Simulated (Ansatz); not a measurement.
# Cl₃HSi···H₂O: what the fields show

Input file:

```
crystal:
  periodic: [false, false, false]
  atoms:
    - {symbol: Si, position_ang: [-0.791108, 0.859121, 0.109036]}
    - {symbol: O, position_ang: [1.652870, -1.027181, -0.039541]}
    - {symbol: Cl, position_ang: [-0.896903, 0.171641, -1.806634]}
    - {symbol: Cl, position_ang: [-2.163813, 2.354186, 0.299895]}
    - {symbol: Cl, position_ang: [-1.317305, -0.624200, 1.403834]}
    - {symbol: H, position_ang: [1.398835, -1.745759, 0.544865]}
    - {symbol: H, position_ang: [0.533848, 1.398300, 0.416127]}
    - {symbol: H, position_ang: [1.583577, -1.386107, -0.927682]}
basis:
  gaussian: {orbitals: def2-TZVPP}
hamiltonian: {xc: pbe0, dispersion: d4}
output: {orbitals: {seedname: orbitals}}
```

Command:

```sh
ansatz run in.yaml --threads 8 --pin off --events-out ev --progress --plain --max-ram 19148MiB
```

The product side of a reaction path; geometry: PBE0-D4/def2-TZVP.

Theory: RKS PBE0-D4/def2-TZVPP in Ansatz 0.2.0.

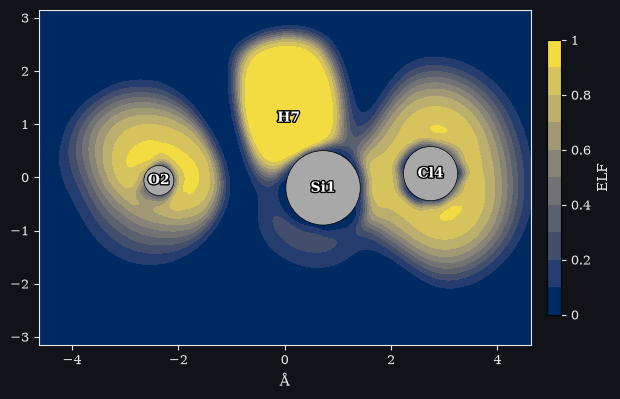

Figure 1. ELF on the plane of atoms Cl4, Si1 and H7. Grey discs cover the atomic cores.

What do the fields say about this system?

Answer. The section cuts through Si, O, Cl and H sites.
Si1···O2 (3.09 Å): the ELF dips to about 0.05 between them.
Si–Cl (2.04 Å): the ELF peaks at about 0.85 between the atoms, as expected for a polar covalent bond.
Si–H (1.46 Å): the ELF climbs to about 1 towards the hydrogen, as it does in any bond to H.
The ELF also peaks beside Cl4 and O2, away from the bonds: lone-pair regions.

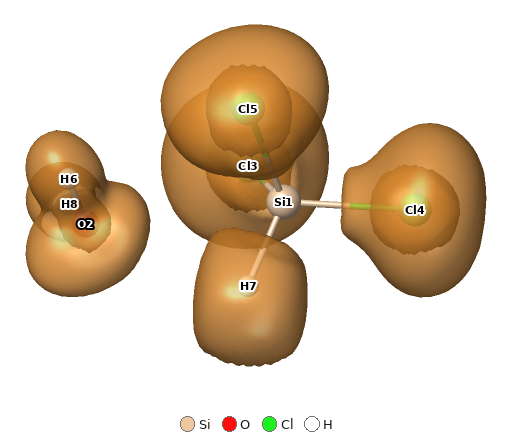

Figure 2. Isosurface of the electron localisation function at 0.75 (orange), seen from one side. Only the valence region is drawn (cores and ρ < 0.01 e/Å³ removed).

Identify the bonds, lone pairs and shells in this picture.

Answer. The ELF exceeds this value in one region around a hydrogen nucleus, three regions on Cl in which the atom's valence shell and bonds are merged and one joined region spread over several atoms (H, O), in which their bonds and any lone pairs are merged.

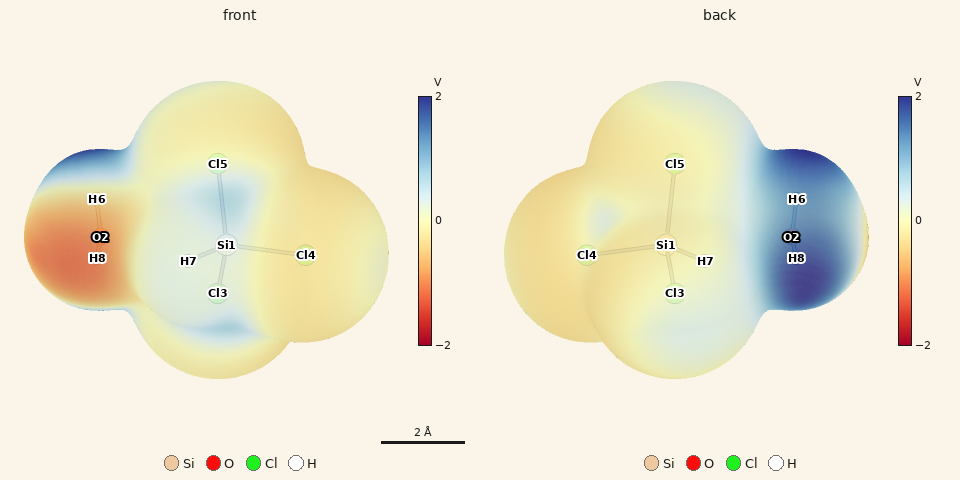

Figure 3. The molecular electrostatic potential painted on the density surface at 0.001 e/bohr³, seen from the front and from behind; the colour scale runs from red (negative) to blue (positive).

Which sites attract a positive test charge, and which a negative one?

Answer. A positive charge is drawn to the negative regions and a negative charge to the positive ones. The most negative region (about −1.1 V) lies over O2, the most positive (about +2.0 V) over H6 and H8. O2 is the likeliest acceptor of a hydrogen bond.
